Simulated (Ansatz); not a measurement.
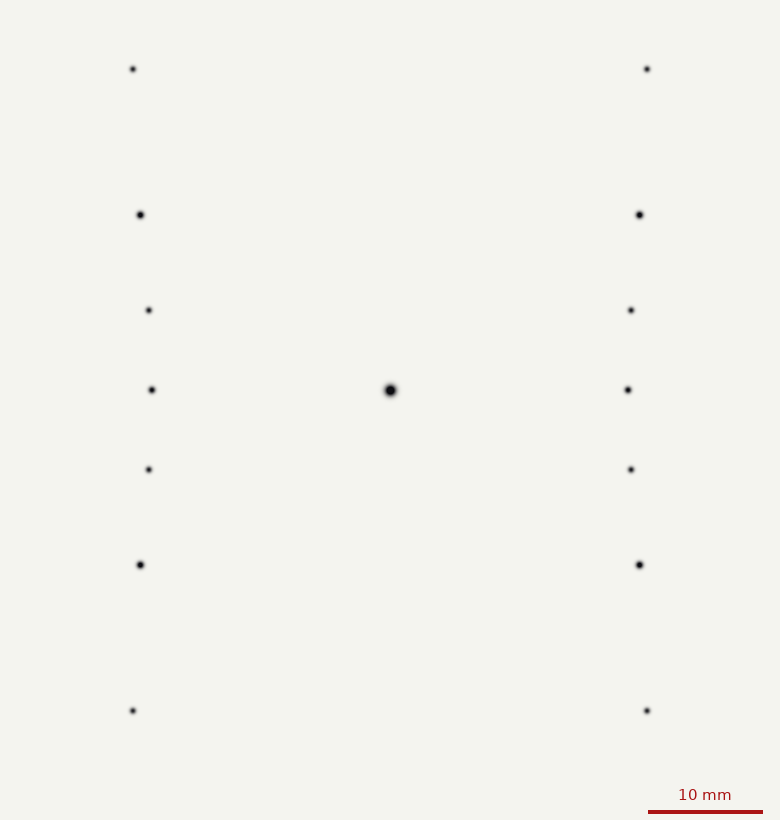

Simulated X-ray rotation photograph: Co Kα radiation (λ = 1.7902 Å), cylindrical film of radius 30.0 mm unrolled, rotation axis vertical and normal to the beam, kinematic intensities without Lorentz or polarisation factors, the film spanning ±63° about the beam; spots down to d = 1.84 Å.

Q: Measure the layer lines and find the identity period along the axis.

A: The first layer line lies 7.1 mm from the equator, so tan ν = 0.235, sin ν = 0.229 and the period is λ/sin ν = 7.81 Å. Further lines follow at 15.5, 28.4 mm.

The crystal is Ag3B, space group P-6m2 (No. 187), a = 3.006 Å, c = 7.814 Å (hexagonal axes). Structure: the end point of a relaxation with DFT PBE, scalar-relativistic, plane waves, PAW in Ansatz; the starting structure was generated, so it need not be a known form of this composition.

Q: About which axis was it rotated?

A: About [001], whose length in the conventional cell is 7.814 Å. The period alone comes close to that of [310] as well.
